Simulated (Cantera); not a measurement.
Charge: 1 mol B2H6, 3 mol H2, 0.00016 mol NH3, equilibrated at 0.0220 bar.

Equilibrium computed with Cantera from the NASA thermochemical tables; the gas is ideal and each condensed phase is pure. Candidate condensed phases: B, BN; 15 gas species. The feed counts by its element totals alone. Mutual solubility and eutectic melting of coexisting phases are not modelled. The tables' values for BH2 are old estimates; treat these amounts as uncertain. Rates play no part.

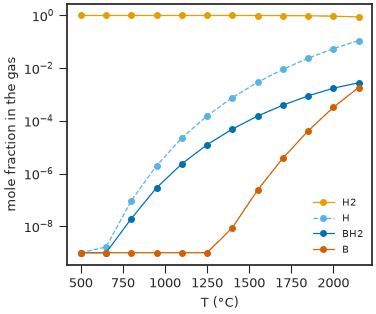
Figure: Equilibrium gas composition (values under 1e-9 drawn at 1e-9)

From 500 °C to 1250 °C the condensed part is B(s) + BN(s). From 1400 °C to 2000 °C the condensed part is B(s). At 2150 °C the condensed part is B(l).
